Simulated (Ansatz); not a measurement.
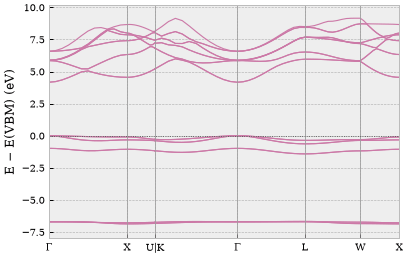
Band structure from r²SCAN with spin–orbit coupling in the plane-wave PAW code Ansatz

### Question
Read off the gap and where the band edges lie.

### Answer
About 4.2 eV (4.17 eV by a search for the band edges); maximum at Γ, minimum at Γ.

The material is CsI (rock salt, space group No. 225).

Space group Fm-3m (rock salt). The workflow started from a Materials Project entry (that database holds measured and hypothetical structures alike); the Crystallography Open Database copy checked does not list it. It is not the phase usual at ambient conditions (space group No. 221). The cell was relaxed with r²SCAN under the symmetry of its start; its stability against distortions is not shown here.

Potentials: the later of the program's two PAW sets.
